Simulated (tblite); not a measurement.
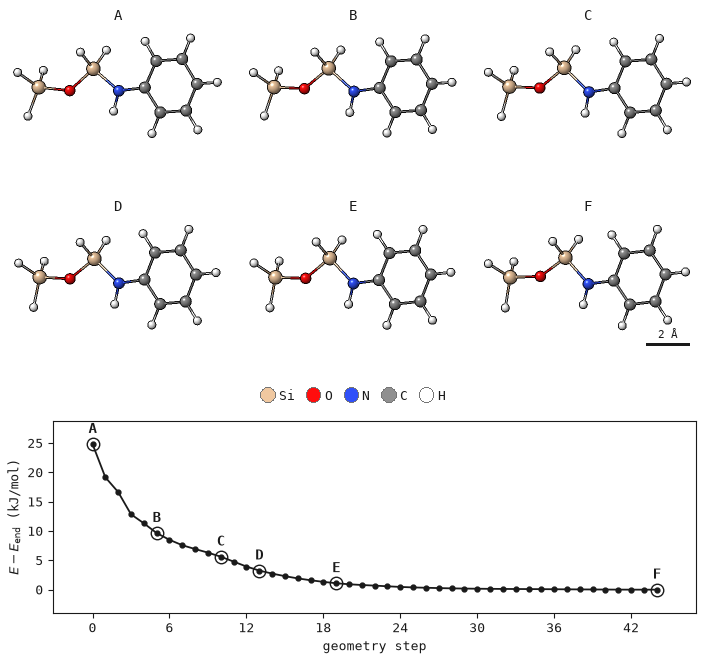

Frames of a relaxation of C6H11NOSi2, marked on the history of the run. The picture is a ball-and-stick view, seen at a tilt.

All numbers below come from GFN2-xTB geometry optimisation, gas phase (tblite). 

**Describe the path.**

Over 44 geometry steps the energy falls by 24.8 kJ/mol. The atom that moves furthest after the best rigid fit is an H atom (0.39 Å). Largest moves by element: H 0.39 Å, O 0.25 Å, Si 0.15 Å, C 0.14 Å, N 0.10 Å. Some distances before and after: O–Si 1.667 → 1.618 Å, N–Si 1.689 → 1.721 Å, C–N 1.408 → 1.377 Å, O–Si 1.645 → 1.620 Å. Among the angles between lasting bonds that change: Si–O–Si 136.4° → 148.9°, Si–N–C 136.5° → 128.2°, Si–N–H 110.1° → 118.1°. The run took 0.48 s on 1 thread of Arm Neoverse V1, with other jobs on the host. From step 0 to 5: the O atom moves most (0.09 Å), energy −15.2 kJ/mol. From step 5 to 10: an H atom moves most (0.11 Å), energy −4.03 kJ/mol. From step 10 to 13: an H atom moves most (0.12 Å), energy −2.36 kJ/mol. From step 13 to 19: an H atom moves most (0.07 Å), energy −2.16 kJ/mol. From step 19 to 44: the O atom moves most (0.09 Å), energy −1.10 kJ/mol.

```tsv
step	E − E(0), kJ/mol
0	0.00
1	-5.67
2	-8.19
3	-11.98
4	-13.51
5	-15.18
6	-16.33
7	-17.26
8	-17.91
9	-18.52
10	-19.21
12	-20.89
14	-22.09
15	-22.53
17	-23.23
19	-23.74
21	-24.04
23	-24.26
24	-24.37
26	-24.51
28	-24.61
30	-24.68
31	-24.70
33	-24.72
35	-24.75
37	-24.78
39	-24.80
40	-24.82
42	-24.83
44	-24.84
```
